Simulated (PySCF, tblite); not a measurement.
# C₃H₅OS₂−: dynamics, then NMR shifts on frames, part 2 of 2

tblite 0.8.0 and PySCF 2.14.0. Atoms count from 0. The steps go on from the part before.

## (5) NMR shieldings: 625 fs, PBE0/pcSseg-1

Job settings and geometry (Å):

```
{"job": {"kind": "nmr", "xc": "PBE0", "basis": "pcSseg-1", "pop": false}, "charge": -1, "multiplicity": 1}
C     -1.183700    -1.177200     0.224900
S     -0.124700     0.226900    -0.504400
O     -0.479900     1.349500     0.418200
C      1.472700    -0.352600     0.087600
C      1.918200    -1.594500    -0.205300
S      3.393600    -2.264700     0.309600
H     -1.485800    -0.762900     1.190700
H     -0.636500    -2.085500     0.333200
H     -2.152300    -1.396000    -0.278700
H      1.996800     0.350500     0.714400
H      1.280900    -2.159000    -0.950300
```

Method: GIAO PBE0/pcSseg-1 NMR shielding, non-relativistic, gas phase.

Log:

```text
coarse grid: 10696 points
cycle   1  E = -988.1038360122  dE =  8.274e-01  |g| = 9.385e-01  |ddm| = 3.307e+00
cycle   2  E = -987.3664688101  dE =  7.374e-01  |g| = 2.091e+00  |ddm| = 4.105e+00
cycle   3  E = -988.2761931757  dE = -9.097e-01  |g| = 2.850e-01  |ddm| = 3.395e+00
cycle   4  E = -988.2952779889  dE = -1.908e-02  |g| = 1.064e-01  |ddm| = 4.821e-01
cycle   5  E = -988.2978273379  dE = -2.549e-03  |g| = 3.079e-02  |ddm| = 1.391e-01
cycle   6  E = -988.2980527403  dE = -2.254e-04  |g| = 1.022e-02  |ddm| = 5.131e-02
cycle   7  E = -988.2980779778  dE = -2.524e-05  |g| = 3.655e-03  |ddm| = 1.891e-02
cycle   8  E = -988.2980816296  dE = -3.652e-06  |g| = 7.709e-04  |ddm| = 5.840e-03
final grid: 95184 points
cycle   9  E = -988.3493429185  dE = -7.986e-06  |g| = 1.160e-02  |ddm| = 2.735e-02
cycle  10  E = -988.3492633595  dE =  7.956e-05  |g| = 2.137e-02  |ddm| = 3.660e-02
cycle  11  E = -988.3493733658  dE = -1.100e-04  |g| = 2.380e-03  |ddm| = 2.742e-02
cycle  12  E = -988.3493745481  dE = -1.182e-06  |g| = 3.576e-04  |ddm| = 2.493e-03
cycle  13  E = -988.3493745818  dE = -3.370e-08  |g| = 1.172e-04  |ddm| = 6.766e-04
cycle  14  E = -988.3493745848  dE = -2.952e-09  |g| = 4.561e-05  |ddm| = 1.942e-04
cycle  15  E = -988.3493745853  dE = -5.230e-10  |g| = 1.038e-05  |ddm| = 6.401e-05
converged SCF energy = -988.3493745853

GIAO shielding tensors (ppm)
atom      isotropic    diamagn.    paramagn.     s11        s22        s33       span
  0 C      119.895     253.215    -133.320     60.959    109.686    189.040    128.081
  1 S      149.678    1052.470    -902.792     45.200     88.641    315.194    269.994
  2 O      266.033     400.389    -134.356     80.618    274.935    442.546    361.928
  3 C       57.205     259.815    -202.610    -22.561     68.846    125.331    147.892
  4 C       10.631     254.469    -243.837   -116.320      2.369    145.845    262.165
  5 S      380.720    1055.207    -674.487    153.078    362.171    626.910    473.832
  6 H       29.932      31.586      -1.655     28.383     28.859     32.553      4.170
  7 H       29.712      32.311      -2.599     26.807     29.221     33.108      6.301
  8 H       28.358      30.377      -2.018     25.748     26.758     32.568      6.820
  9 H       25.862      33.235      -7.373     23.778     25.844     27.963      4.185
 10 H       23.671      29.817      -6.146     20.219     21.659     29.136      8.917
```

Wall time 11 s (1 thread of Arm Neoverse V1, shared host); peak memory 0.71 GiB.

Key values: δ C4 176.3, C3 129.7, C0 67.0, S1 354, H10 8.05, H9 5.86 ppm.

## (6) Nuclear shieldings: 800 fs, PBE0/pcSseg-1

Job settings and geometry (Å):

```
{"job": {"kind": "nmr", "xc": "PBE0", "basis": "pcSseg-1", "pop": false}, "charge": -1, "multiplicity": 1}
C     -1.531100    -1.185600     0.264300
S     -0.495800     0.199500    -0.510800
O     -0.954200     1.464700     0.104300
C      1.002400    -0.190200     0.246000
C      1.989700    -0.779700    -0.514500
S      3.540800    -1.316700    -0.131400
H     -1.155000    -2.144100    -0.046900
H     -2.585500    -1.055700     0.031200
H     -1.276600    -1.087700     1.330900
H      1.019900     0.155400     1.207200
H      1.624600    -1.148700    -1.504800
```

With the program's defaults for keys left out, this is: GIAO PBE0/pcSseg-1 NMR shielding, non-relativistic, gas phase.

Log:

```text
coarse grid: 10696 points
cycle   1  E = -988.1235308888  dE =  9.320e-01  |g| = 9.092e-01  |ddm| = 3.374e+00
cycle   2  E = -987.5708664933  dE =  5.527e-01  |g| = 1.882e+00  |ddm| = 4.006e+00
cycle   3  E = -988.2844051704  dE = -7.135e-01  |g| = 2.606e-01  |ddm| = 3.288e+00
cycle   4  E = -988.3006143191  dE = -1.621e-02  |g| = 8.233e-02  |ddm| = 4.144e-01
cycle   5  E = -988.3020504787  dE = -1.436e-03  |g| = 2.544e-02  |ddm| = 1.122e-01
cycle   6  E = -988.3022061436  dE = -1.557e-04  |g| = 8.926e-03  |ddm| = 4.422e-02
cycle   7  E = -988.3022244707  dE = -1.833e-05  |g| = 3.551e-03  |ddm| = 1.685e-02
cycle   8  E = -988.3022280730  dE = -3.602e-06  |g| = 5.014e-04  |ddm| = 5.470e-03
final grid: 95184 points
cycle   9  E = -988.3535098541  dE = -9.859e-06  |g| = 1.106e-02  |ddm| = 2.497e-02
cycle  10  E = -988.3534438131  dE =  6.604e-05  |g| = 1.982e-02  |ddm| = 3.439e-02
cycle  11  E = -988.3535369720  dE = -9.316e-05  |g| = 2.256e-03  |ddm| = 2.590e-02
cycle  12  E = -988.3535380205  dE = -1.048e-06  |g| = 3.140e-04  |ddm| = 2.453e-03
cycle  13  E = -988.3535380469  dE = -2.638e-08  |g| = 1.036e-04  |ddm| = 5.861e-04
cycle  14  E = -988.3535380491  dE = -2.208e-09  |g| = 4.437e-05  |ddm| = 1.774e-04
cycle  15  E = -988.3535380496  dE = -4.918e-10  |g| = 8.906e-06  |ddm| = 5.581e-05
converged SCF energy = -988.3535380496

GIAO shielding tensors (ppm)
atom      isotropic    diamagn.    paramagn.     s11        s22        s33       span
  0 C      132.384     256.196    -123.812     96.870    119.151    181.129     84.258
  1 S      168.049    1053.292    -885.243     59.516     94.051    350.579    291.064
  2 O      261.919     400.204    -138.285     80.398    242.286    463.073    382.675
  3 C       61.711     260.459    -198.748    -16.247     86.556    114.826    131.073
  4 C        3.999     251.595    -247.596   -129.276     -5.763    147.037    276.313
  5 S      352.250    1055.696    -703.446     68.742    315.788    672.221    603.479
  6 H       30.512      32.304      -1.792     27.965     28.981     34.591      6.626
  7 H       29.610      31.130      -1.520     26.913     27.192     34.725      7.812
  8 H       29.467      31.747      -2.280     27.812     28.992     31.596      3.785
  9 H       27.277      35.550      -8.273     24.065     27.499     30.266      6.201
 10 H       22.869      29.879      -7.010     18.713     19.601     30.293     11.581
```

Wall time 11 s (1 thread of Arm Neoverse V1, shared host); peak memory 0.71 GiB.

Key values: δ C4 182.9, C3 125.2, C0 54.5, S1 336, H10 8.85, H9 4.44 ppm.

## (7) NMR shieldings: 1000 fs, PBE0/pcSseg-1

Job settings and geometry (Å):

```
{"job": {"kind": "nmr", "xc": "PBE0", "basis": "pcSseg-1", "pop": false}, "charge": -1, "multiplicity": 1}
C     -1.501400    -1.379600     0.176000
S     -0.691600     0.105800    -0.563600
O     -1.417000     1.173100     0.181200
C      1.019900     0.009500    -0.078200
C      1.910400    -0.624300    -0.918600
S      3.570800    -0.836300    -0.782700
H     -2.586700    -1.172000     0.171300
H     -1.244700    -1.618100     1.195900
H     -1.260900    -2.233000    -0.448400
H      1.259000     0.573200     0.810600
H      1.470900    -0.944900    -1.828900
```

Level: GIAO PBE0/pcSseg-1 NMR shielding, non-relativistic, gas phase.

Log:

```text
coarse grid: 10696 points
cycle   1  E = -988.1210450731  dE =  8.907e-01  |g| = 9.214e-01  |ddm| = 3.358e+00
cycle   2  E = -987.5188263204  dE =  6.022e-01  |g| = 1.945e+00  |ddm| = 4.303e+00
cycle   3  E = -988.2872883512  dE = -7.685e-01  |g| = 2.594e-01  |ddm| = 3.533e+00
cycle   4  E = -988.3033320379  dE = -1.604e-02  |g| = 9.154e-02  |ddm| = 4.441e-01
cycle   5  E = -988.3051192702  dE = -1.787e-03  |g| = 3.280e-02  |ddm| = 1.299e-01
cycle   6  E = -988.3053876335  dE = -2.684e-04  |g| = 1.026e-02  |ddm| = 5.414e-02
cycle   7  E = -988.3054141853  dE = -2.655e-05  |g| = 3.254e-03  |ddm| = 1.781e-02
cycle   8  E = -988.3054169860  dE = -2.801e-06  |g| = 6.928e-04  |ddm| = 5.242e-03
final grid: 95184 points
cycle   9  E = -988.3565265978  dE = -8.231e-06  |g| = 1.156e-02  |ddm| = 2.597e-02
cycle  10  E = -988.3564531237  dE =  7.347e-05  |g| = 2.079e-02  |ddm| = 3.630e-02
cycle  11  E = -988.3565562398  dE = -1.031e-04  |g| = 2.488e-03  |ddm| = 2.754e-02
cycle  12  E = -988.3565576021  dE = -1.362e-06  |g| = 3.010e-04  |ddm| = 2.795e-03
cycle  13  E = -988.3565576262  dE = -2.409e-08  |g| = 1.025e-04  |ddm| = 5.647e-04
cycle  14  E = -988.3565576284  dE = -2.267e-09  |g| = 4.182e-05  |ddm| = 1.561e-04
cycle  15  E = -988.3565576288  dE = -4.177e-10  |g| = 8.516e-06  |ddm| = 4.821e-05
converged SCF energy = -988.3565576288

GIAO shielding tensors (ppm)
atom      isotropic    diamagn.    paramagn.     s11        s22        s33       span
  0 C      135.918     252.991    -117.073     91.564    130.657    185.533     93.968
  1 S      152.675    1052.014    -899.339     39.177    103.819    315.029    275.851
  2 O      269.271     400.046    -130.775     83.475    243.731    480.609    397.134
  3 C       62.342     258.856    -196.514    -13.036     87.048    113.013    126.049
  4 C        5.614     252.651    -247.038   -127.342    -13.181    157.363    284.705
  5 S      355.765    1055.761    -699.996     81.347    291.574    694.374    613.027
  6 H       29.644      30.359      -0.714     26.864     27.843     34.225      7.361
  7 H       29.560      31.851      -2.291     27.150     28.826     32.704      5.554
  8 H       30.268      30.974      -0.706     27.606     28.432     34.766      7.160
  9 H       26.073      33.054      -6.981     24.656     25.546     28.017      3.360
 10 H       23.777      31.457      -7.681     18.942     21.564     30.824     11.883
```

Wall time 10 s (1 thread of Arm Neoverse V1, shared host); peak memory 0.71 GiB.

Key values: δ C4 181.3, C3 124.6, C0 51.0, S1 351, H10 7.94, H9 5.64 ppm.

## (8) Run by run: NMR shifts

Shifts (ppm) of some atoms, chosen among heavy atoms and hydrogens apart, with basis size and wall time:

```
  frame     C4    C0    H8    H7   S1   S5    O2  functions  time
 250 fs  174.6  63.4  4.98  0.44  310  124  41.1        141  11 s
 425 fs  170.1  73.6  3.56  4.00  335  134  64.7        141  11 s
 625 fs  176.3  67.0  3.36  2.00  354  123  70.0        141  11 s
 800 fs  182.9  54.5  2.25  2.11  336  151  74.2        141  11 s
1000 fs  181.3  51.0  1.45  2.16  351  148  66.8        141  10 s
```

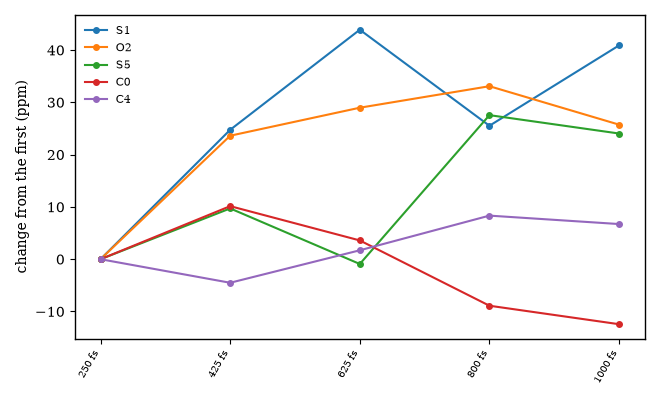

How five of the tabulated atoms move from run to run.

## (9) Outcome

The summary covers parts 1 to 2.

| quantity | value |
| --- | --- |
| thermostat | 300 K |
| mean temperature, second half | 355 K |
| mean potential energy above the minimum | 0.37 eV |
| 13C shifts against TMS (PBE0/pcSseg-1, 250 fs) | 174.6, 132.2, 63.4 ppm |
| 1H shifts against TMS (PBE0/pcSseg-1, 250 fs) | 7.91, 6.32, 4.98, 2.11, 0.44 ppm |
| 33S shifts against CS2 (PBE0/pcSseg-1, 250 fs) | 310, 124 ppm |
| 17O shifts against H2O (PBE0/pcSseg-1, 250 fs) | 41.1 ppm |
| range of the shift of S1 | 310 to 354 ppm |

In the second half the potential energy averages 0.37 eV above the minimum; equipartition over 27 harmonic modes at 300 K would give 0.35 eV. With 11 atoms the temperature swings widely (112 to 591 K). Shifts at one fixed geometry are not the observed spectrum, which averages over the motion. In the first frame run (250 fs): The largest span, 572 ppm, is at S5, where the paramagnetic term is -676 ppm. Across the 5 runs the shift of S1 moves most, between 310 (250 fs) and 354 ppm (625 fs).
